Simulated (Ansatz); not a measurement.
One stationary structure of MgO. Space group P6₃mc (No. 186), AFLOW prototype AB_hP8_186_ab_ab (B5, as in SiC). These are r2SCAN (plane waves to 500 eV, PAW, scalar-relativistic; Ansatz, a first-principles code) values and carry that method's errors.

```xyz
8
Lattice="3.2467 0.0000 0.0000 -1.6234 2.8118 0.0000 0.0000 0.0000 10.3962" Properties=species:S:1:pos:R:3 pbc="T T T"
Mg     0.0000     0.0000     8.8297
Mg     0.0000     0.0000     3.6316
Mg     1.6234     0.9373     1.0184
Mg     0.0000     1.8745     6.2165
O      0.0000     1.8745     4.2459
O      1.6234     0.9373     9.4440
O      0.0000     0.0000     6.8411
O      0.0000     0.0000     1.6429
```

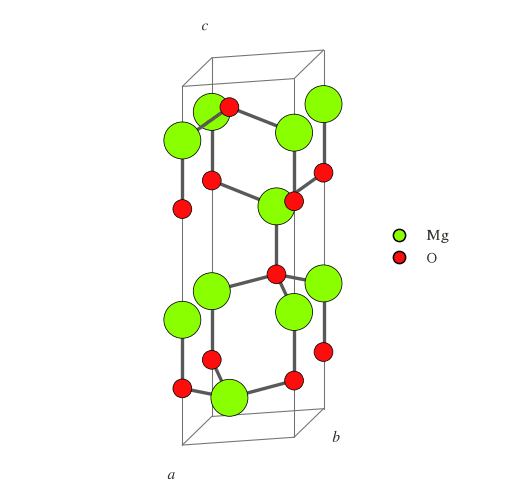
*The conventional cell of the relaxed structure*

```json
{
 "volume_per_atom": "11.86 Å³",
 "band_gap": "4.31 eV, direct at Γ (no spin-orbit coupling)",
 "shortest_distances": "Mg–O 1.97 Å; Mg–Mg 3.19 Å; O–O 3.20 Å",
 "k-mesh": "12×12×4"
}
```

Band energies at high-symmetry points (eV from the VBM; labels of this space group; no spin-orbit coupling), from −5 eV up to 9.3 eV:

| point | energies |
|---|---|
| Γ | -3.07 -1.88 -1.81 -0.34 -0.34 -0.25 -0.25 -0.23 -0.23 -0.12 -0.12 0.00 4.31 6.67 6.77 |
| M | -3.04 -2.82 -2.48 -2.25 -1.31 -1.06 -0.89 -0.61 -0.59 -0.57 -0.31 -0.28 7.48 7.82 9.14 |
| K | -2.27 -2.25 -2.25 -2.07 -2.07 -1.68 -1.33 -1.33 -0.99 -0.59 -0.59 -0.29 8.74 8.74 |
| A | -2.74 -2.74 -0.68 -0.68 -0.31 -0.31 -0.31 -0.31 -0.16 -0.16 -0.16 -0.16 5.12 5.12 8.38 8.38 |
| L | -2.89 -2.89 -2.47 -2.47 -1.01 -1.01 -0.81 -0.81 -0.55 -0.55 -0.37 -0.37 7.73 7.73 9.07 9.07 |
| H | -2.36 -2.36 -2.05 -2.05 -1.77 -1.77 -1.58 -1.58 -0.57 -0.57 -0.53 -0.53 8.73 8.73 |

No spin polarisation in the result.

It was reached from a disturbed copy of a P6₃/mmc (No. 194) cell, against which it lies -0.202 eV/atom.

The first start was generated by placing the elements on the sites of a structure type. Materials Project lists a structure of MgO in the same space group, P6₃mc (No. 186); the sites were not compared with it, nor with measured phases. Known forms of MgO include space group No. 225.
